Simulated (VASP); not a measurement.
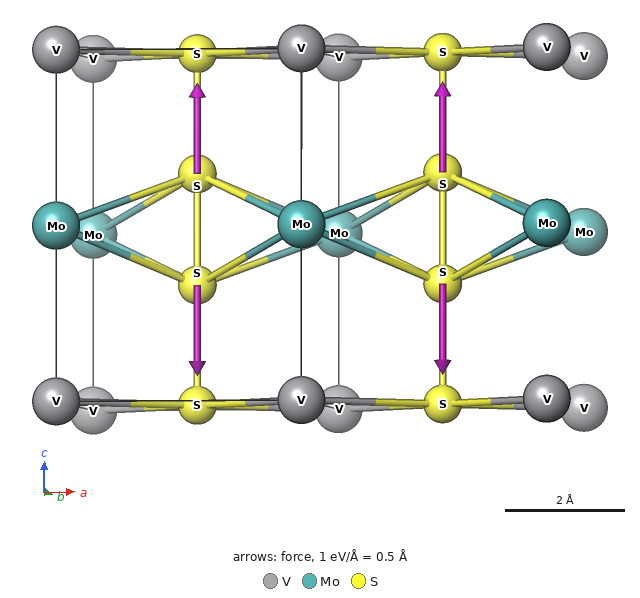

Starting geometry of solid VMoS$_{3}$ (a generated structure, set up in P4/mmm) with the computed forces as purple arrows. A ball-and-stick model of the cell of the calculation, repeated 2 × 1 × 1 with one cell outlined, seen from a free direction.

The run lets cell and atoms move.

Computed with VASP 6.6.1, Kohn-Sham DFT of a periodic cell, PBE, VASP PAW PBE potentials, recommended.

Input file:
```
  PREC = Normal
  ENCUT = 520
  EDIFF = 1E-4
  ISMEAR = 0
  SIGMA = 0.15
  LREAL = F
  LASPH = T
  NELM = 60
  ALGO = Fast
  ISIF = 3
  LWAVE = F
  LCHARG = F
  ISPIN = 2
  MAGMOM = 2 1 0 0 0
  LORBIT = 11
  LMAXMIX = 4
  GGA = PE
  IBRION = 2
  NSW = 24
  EDIFFG = -0.08
```

Launched with:
```bash
cat potpaw_PBE.64/V_sv/POTCAR potpaw_PBE.64/Mo_sv/POTCAR potpaw_PBE.64/S/POTCAR > POTCAR
mpirun -np 1 vasp_std > vasp.out
```

Q: Is this structure relaxed? If not, where do the atoms go?

A: It isn't relaxed: the largest force vector, on S atoms, is 3.09 eV/Å. Measured relative to the changing cell, the final displacements run against the starting forces (cosine between the two patterns −1.00). The energy falls by 8.819 eV per cell of the calculation in 15 geometry steps. Largest force component: 3.1 eV/Å at the start, 0.042 eV/Å at the end. Pressure: −0.08 GPa at the start and −0.19 GPa at the end. The largest moves relative to the cell, 0.071 Å, are those of S atoms. V and Mo stay in place. The drawn cell changes as follows: a = b 4.182 → 3.113 Å (−25.6 %), c 5.932 → 9.227 Å (+55.5 %); the volume changes by −13.8 %. Near-neighbour distances that change, for instance: Mo–V 2.966 → 4.613 Å, S–S 2.029 → 3.226 Å, S–S 1.875 → 2.774 Å, S–V 2.957 → 2.201 Å. Bonds break, among them: S–S (1.87 → 2.77 Å), S–S (2.03 → 3.23 Å). Bond angles that change, for instance: Mo–S–Mo 144.8° → 115.6°, Mo–S–Mo 84.8° → 73.5°. The space group stays P4/mmm (No. 123). The volume changes by over a tenth within one run on a fixed set of plane waves, so the end point should be relaxed again from the new cell.

Limits of the set-up: only the magnetic order of this start and cell was tried (total moment 1.0 μB per cell).
